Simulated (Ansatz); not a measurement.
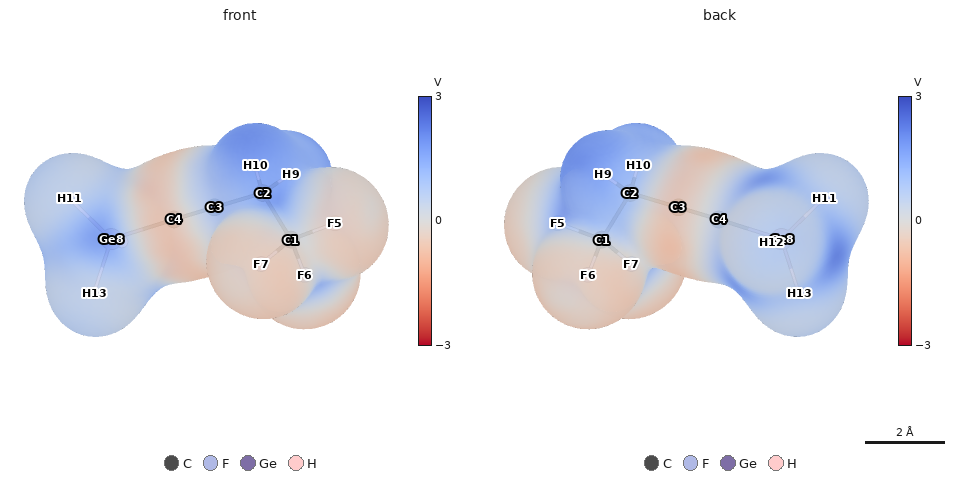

Figure. C4H5F3Ge (SMILES FC(F)(F)CC#[C][GeH3]). The molecular electrostatic potential painted on the density surface at 0.004 e/bohr³, seen from the front and from behind; the colour scale runs from red (negative) to blue (positive).

Geometry: r2SCAN-D4/def2-SVP.

Method: Ansatz 0.2.0, isolated molecule in a Gaussian basis; Kohn-Sham density functional theory, functional PBE0.

```yaml
atoms:
  - { symbol: C, position_ang: [-3.2034, 0.2125, -0.4006] }
  - { symbol: C, position_ang: [-2.3658, 0.7025, 0.7689] }
  - { symbol: C, position_ang: [-0.9450, 0.7649, 0.4736] }
  - { symbol: C, position_ang: [0.2491, 0.8167, 0.2236] }
  - { symbol: F, position_ang: [-4.5016, 0.1819, -0.0518] }
  - { symbol: F, position_ang: [-2.8535, -1.0240, -0.7775] }
  - { symbol: F, position_ang: [-3.0864, 1.0160, -1.4655] }
  - { symbol: Ge, position_ang: [2.0993, 0.8902, -0.1855] }
  - { symbol: H, position_ang: [-2.5645, 0.0227, 1.6150] }
  - { symbol: H, position_ang: [-2.7553, 1.6956, 1.0508] }
  - { symbol: H, position_ang: [2.6908, 2.1610, 0.4335] }
  - { symbol: H, position_ang: [2.7864, -0.3481, 0.3995] }
  - { symbol: H, position_ang: [2.2652, 0.9177, -1.7080] }
```

Which sites attract a positive test charge, and which a negative one?

A positive charge is drawn to the negative regions and a negative charge to the positive ones. The most negative region (about −0.7 V) lies over C3 and C4, the most positive (about +2.0 V) over Ge8, H9 and H10.

What dipole moment does the calculation give?

Its dipole moment is 2.00 D.
